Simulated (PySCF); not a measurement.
Atomic calculation for Rb

- system: Rb, configuration 1s2 2s2 2p6 3s2 3p6 3d10 4s2 4p6 5s1, multiplicity 2.
- method: unrestricted HF, x2c-TZVPall, non-relativistic, point nucleus (PySCF)

**Input file**
```python
from pyscf import gto, scf, dft, mp, cc
import basis_set_exchange as bse
mol = gto.M(atom="Rb 0 0 0", charge=0, spin=1, symmetry="D2h",
            basis=gto.basis.parse(bse.get_basis("x2c-TZVPall", elements=["Rb"], fmt="nwchem", header=False)))
mf = scf.UHF(mol)
mf.irrep_nelec = {'Ag': (7, 6), 'B1g': (1, 1), 'B2g': (1, 1), 'B3g': (1, 1), 'B1u': (3, 3), 'B2u': (3, 3), 'B3u': (3, 3)}
mf.kernel()
```

The script is an equivalent of what the driver set up; the driver started from orbitals of its own, so the log can be shorter than this script's would be, and it computed the properties (radii, ⟨L²⟩, response) afterwards. It held the occupations shell by shell, which the script's counts by irreducible representation don't always enforce.

The run was one of a batch that the task file lists, launched with:
```bash
OMP_NUM_THREADS=1 python <driver script> TASK.json OUT
```

**Log (extracts)**
```
damping factor = 0
level_shift factor = 0
DIIS = <class 'pyscf.scf.diis.CDIIS'>
diis_start_cycle = 1
diis_space = 10
diis_damp = 0
SCF conv_tol = 1e-09
SCF conv_tol_grad = None
number electrons alpha = 19  beta = 18
cycle= 1 E= -2915.9131414332  delta_E= -6.37e-12  |g|= 1.29e-06  |ddm|= 5.68e-06
converged SCF energy = -2915.9131414332  <S^2> = 0.75027876  2S+1 = 2.0002787
```

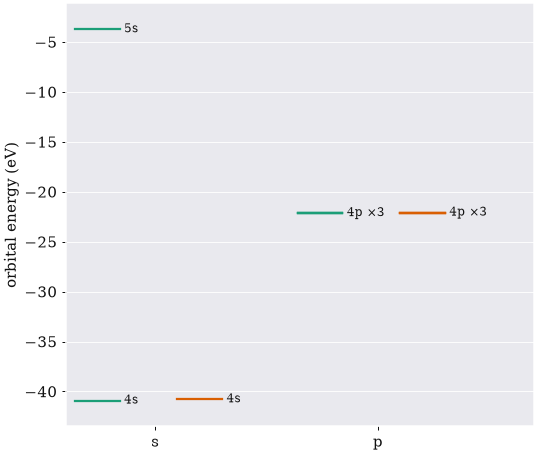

Figure 1. Orbital energies of the mean field, from the top down to −40.9 eV, by angular momentum, α spin at the left of each column and β at the right; ×n counts the orbitals under one label. The highest filled orbital is 5s α at −3.72 eV, the lowest empty one s β at 0.333 eV.

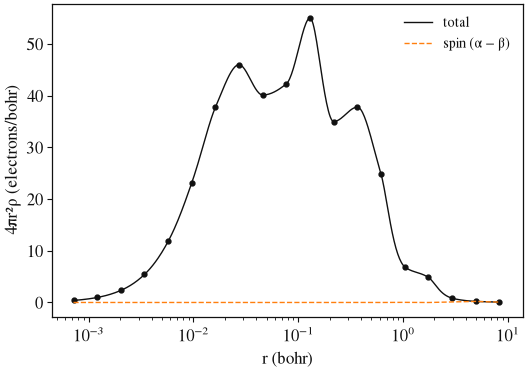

Figure 2. Spherically averaged radial density 4πr²ρ of the mean field and its spin part; markers are the stored points, which are sparse, and the line is a monotone interpolation between them. The largest stored value is 55.0 electrons/bohr at r = 0.13 bohr. Root-mean-square radii of the shells: 3p 0.561, 3s 0.565, 3d 0.575, 4s 1.61, 4p 1.87, 5s 6.06 bohr.

**What the run reported**

| quantity | value |
| --- | --- |
| outcome | converged |
| total energy | −2915.9131 hartree |
| kinetic energy | 3171.1920 hartree |
| −E/T (1 by the virial theorem at the basis-set limit) | 0.9195 |
| ⟨S²⟩ | 0.750 |
| SCF iterations | 1 |
| hardware | 1 thread of Arm Neoverse N1, 40 GiB of memory available, shared host |

**What is odd here**

This input holds a deliberate oddity: basis contracted for another Hamiltonian. The program ran to the end. Its numbers are those of this setting; this run alone doesn't show how far the oddity moves them. Relativity is left out, which matters for an atom this heavy.
